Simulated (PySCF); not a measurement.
**r2SCAN/def2-TZVPPD run of [NO2]− (nitrite)**

What is the vertical singlet–triplet gap of [NO2]− (nitrite) at r2SCAN/def2-TZVPPD? 

The results are computed with PySCF 2.14.0.

3 further runs of the same task are left out: 3 set aside as unsound or not needed.

## Step 1: Starting point

[NO2]− has 3 atoms, charge -1, and is taken as a singlet. As SMILES, `O=N[O-]`. The coordinates come from a GFN2-xTB relaxation.

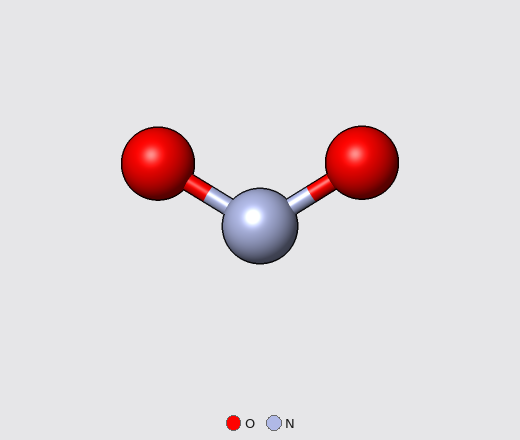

Viewed from a chosen angle; oxygen red, nitrogen light blue.

## Step 2: The energy at r2SCAN/def2-TZVPPD

Input file run.py:

```python
from pyscf import gto, dft

system = gto.M(
    atom='''
O      0.627956     1.918544     0.558093
N      0.624025    -0.470032     0.291169
O     -1.251981    -1.448513    -0.849262
''',
    verbose=3,
    max_memory=1860,
    unit='bohr',
    basis='def2-tzvppd',
    charge=-1,
    spin=0,
)

myscf = dft.RKS(system)
myscf.xc = 'r2scan'
myscf.conv_tol = 1e-10
myscf.grids.level = 5
myscf.kernel()
if not myscf.converged:
    myscf = myscf.newton().run(myscf.mo_coeff, myscf.mo_occ)

e_final = myscf.e_tot
print(f'total energy: {e_final:.8f} hartree')
```

The run is started by

```sh
$ OMP_NUM_THREADS=1 python run.py
```

Standard output:

```text
converged SCF energy = -205.148039579964
total energy: -205.14803958 hartree
```

It took 31 s on 1 thread of Arm Neoverse V1, shared host; peak memory 0.65 GiB.

## Step 3: The triplet at the same level

Input file job.py:

```python
from pyscf import gto, dft

mol = gto.M(
    atom='''
O      0.627956     1.918544     0.558093
N      0.624025    -0.470032     0.291169
O     -1.251981    -1.448513    -0.849262
''',
    basis='def2-tzvppd',
    max_memory=1860,
    charge=-1,
    spin=2,
    verbose=3,
    unit='bohr',
)

mf = dft.UKS(mol)
mf.xc = 'r2scan'
mf.grids.level = 5
mf.conv_tol = 1e-10
mf.kernel()
if not mf.converged:
    mf = mf.newton().run(mf.mo_coeff, mf.mo_occ)

e_final = mf.e_tot
print('E(%s) = %.9f' % ('R2SCAN', e_final))
```

The run is started by

```sh
$ OMP_NUM_THREADS=1 python job.py
```

Standard output:

```text
WARN: HOMO -0.122795010918601 >= LUMO -0.269563654568202

WARN: HOMO 0.211681068050652 >= LUMO 0.181959599375515

WARN: HOMO 0.123113374371265 >= LUMO 0.0752222608498201

WARN: HOMO 0.121326691241379 >= LUMO 0.0799149623380231

WARN: HOMO 0.130227582462034 >= LUMO 0.0892426388077041

WARN: HOMO 0.127050960167374 >= LUMO 0.0868466320160266

WARN: HOMO 0.125561546708305 >= LUMO 0.0857206115496609

WARN: HOMO 0.125679152076401 >= LUMO 0.0859602345160653

WARN: HOMO 0.125650185590992 >= LUMO 0.0860390096061963

WARN: HOMO 0.125703189656953 >= LUMO 0.0861009407503701

WARN: HOMO 0.125716053031923 >= LUMO 0.086115198099499

WARN: HOMO 0.12571262319041 >= LUMO 0.0861108885945754

WARN: HOMO 0.125714915207645 >= LUMO 0.0861129652381294

converged SCF energy = -205.070182074868  <S^2> = 2.0124259  2S+1 = 3.0082725
E(R2SCAN) = -205.070182075
```

Run time: 63 s. Hardware: 1 thread of Arm Neoverse V1, shared host; peak memory 0.68 GiB.

## Step 4: Outcome

At r2SCAN/def2-TZVPPD:

| quantity | value |
| --- | --- |
| singlet: total energy | -205.14804 Eh |
| singlet: HOMO energy | 1.11 eV |
| singlet: LUMO energy | 4.28 eV |
| singlet: HOMO–LUMO gap (to an unbound level, set by the basis) | 3.18 eV |
| triplet: total energy | -205.07018 Eh |
| triplet: HOMO energy (highest over α and β) | 3.42 eV |
| triplet: ⟨S²⟩ | 2.012 |
| vertical energy of the triplet above the singlet | 2.119 eV |

What this shows: At this shape the triplet lies 2.12 eV (204 kJ/mol) above the singlet. Mulliken charges (singlet) run from -0.49 on O3 to -0.02 on N2; in a basis this large or diffuse they mean little. The HOMO (singlet) lies at positive energy, 1.11 eV, as semi-local functionals often give for anions; only total energies tell whether the electron is bound. The HOMO (triplet) lies at positive energy, 3.42 eV, as semi-local functionals often give for anions; only total energies tell whether the electron is bound.
